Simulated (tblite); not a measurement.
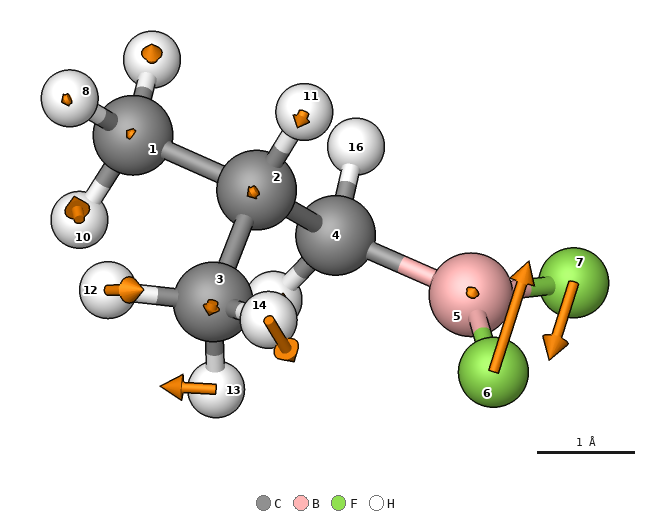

This is a relaxation of C4H9BF2. The starting structure is drawn; orange arrows show the displacements, at their true length. The two geometries are superimposed by the best rigid fit.

A ball-and-stick model, seen from a free direction.

Theory: GFN2-xTB geometry optimisation, gas phase (tblite 0.8.0). 

> Atoms of which element are displaced furthest, and by how much?

Fluorine: up to 1.22 Å, against 0.77 Å for hydrogen.

> Describe the change and its energy.

The atom that moves furthest after the best rigid fit is an F atom (1.22 Å). Largest moves by element: F 1.22 Å, H 0.77 Å, C 0.17 Å, B 0.11 Å. Some distances before and after: B–F 1.462 → 1.320 Å, C–H 1.132 → 1.087 Å, C–C 1.498 → 1.527 Å, C–H 1.112 → 1.088 Å. Among the angles between lasting bonds that change: C–B–F 115.6° → 122.6°, F–B–F 119.3° → 113.4°, C–C–H 116.3° → 110.6°. Groups turn about B–C by about 55°, C–C by about 35°. Over 134 geometry steps the energy falls by 106.8 kJ/mol. Cost: 0.71 s on 1 thread of Arm Neoverse V1 (shared host).
